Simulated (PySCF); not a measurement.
# C₂H₂F₂, SMILES `FC(F)=C`: electronic structure

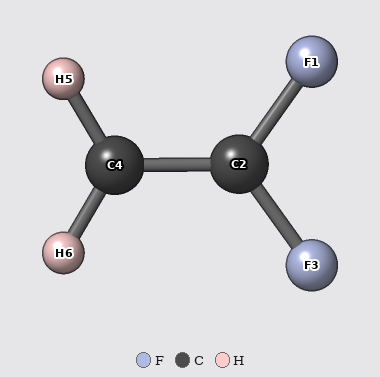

The molecule, with its atoms numbered as below. No frequency check shows the geometry to be a minimum.

Geometry (Å), atoms numbered from 1:

```
F1      -0.6961   -1.0821    0.0000
C2       0.0699    0.0002    0.0000
F3      -0.6993    1.0804    0.0000
C4       1.3819    0.0014    0.0000
H5       1.9255   -0.9220    0.0000
H6       1.9227    0.9280    0.0000
```

### 1. Bonding charge

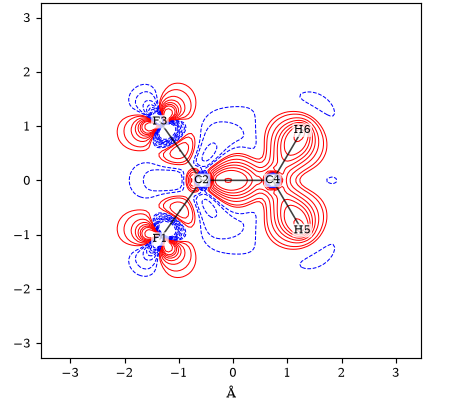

Deformation density (molecule less spherical, spin-averaged free atoms) in the molecular plane; contours at ±0.05 to ±0.8 e/Å³; solid red lines: gain, dashed blue lines: loss.

Level of theory: B3LYP/def2-SVPD (PySCF), at a geometry from GFN2-xTB.

Question: Describe the bonding that the map shows.

Answer: C4–H5 and C4–H6: +0.71 e/Å³ at the bond critical point (bond length 1.07 Å). C2–C4: +0.69 e/Å³ at the bond critical point (bond length 1.31 Å). F1–C2 and C2–F3: +0.08 e/Å³ at the bond critical point (bond length 1.33 Å); up to 0.6 Å beside the axis the gain reaches +0.30 e/Å³. In all, 1.3 electrons gather in the regions of gain relative to the promolecule. A small or negative value marks a very polar bond, one between electron-rich atoms, whose free-atom densities already overlap strongly, a long bond to a heavier atom, or a closed-shell contact such as a hydrogen bond.

Question: Where do the Hirshfeld charges lie?

Answer: The highest Hirshfeld charge is on C2 (+0.19 e), the lowest on C4 (−0.13 e).

### 2. Local ionisation energy

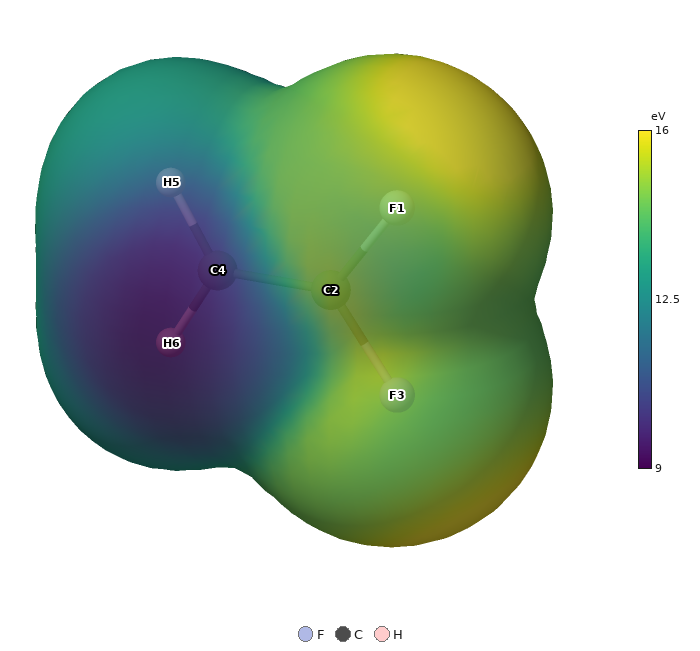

Average local ionisation energy on the surface of electron density 0.001 a.u.

Question: Where are the most loosely bound electrons on this surface?

Answer: The lowest value is 9.0 eV, off the molecular plane, over C4 (2.1 Å), and at like points elsewhere. Further minima include 14.3 eV, 1.7 Å from F3, and at like points elsewhere. For comparison, the highest occupied orbital lies at −7.8 eV.

Question: What volume does the surface enclose, and what is the dipole moment?

Answer: About 66 Å³; the dipole moment is 1.5 D.

### 3. In an electric field

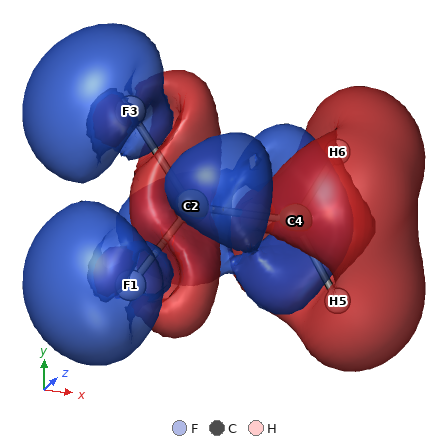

Change of the electron density in a uniform field of 0.21 V/Å, surfaces at ±0.001 e/Å³ (red: gain, blue: loss).

PySCF calculation, B3LYP/def2-SVPD, gas phase; geometry: GFN2-xTB.

The field was applied in both directions; the picture shows the one opposite to the script's first.

Question: Along which Cartesian direction does the field point?

Answer: Along −x: electrons gather on the +x side, against the field.

Question: How large is the response?

Answer: The induced dipole is 0.37 D (along the field); α along this axis, from the fields in both directions, is 36 bohr³ (5.3 Å³).

### 4. Removing or adding an electron

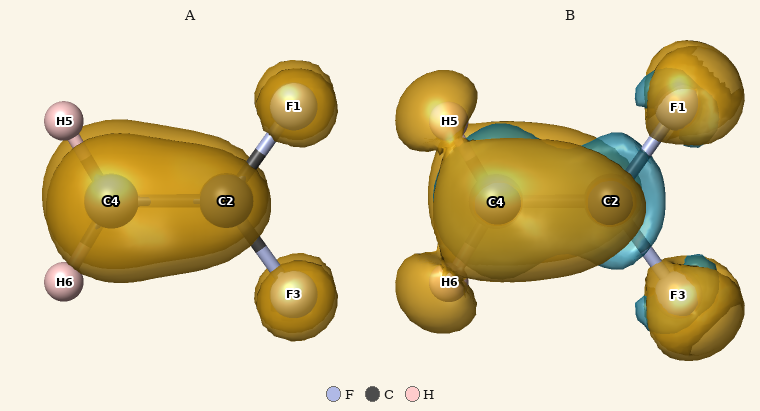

The Fukui function f⁻ from two separate SCF calculations and the density of the HOMO, at ±0.03 e/Å³ (yellow positive, teal negative).

Question: Which panel is which, and how good is the frozen-orbital picture?

Answer: B is f⁻ (it has negative regions), A the HOMO density. The HOMO lies on C4 (45 %), C2 (28 %) and F1 and F3 (10 % each); f⁻ (Hirshfeld-condensed) is largest on C4 (0.30) and C2 (0.20); the vertical ionisation energy is 10.68 eV. Relaxation shifts 22 % of the electron between atoms. The orbital energy is −7.75 eV.

The PySCF runs shown took 4.8 s, 9.5 s and 58 s on 1 thread of AMD EPYC 7R43 64-Core Processor (Zen 3), on a shared host.
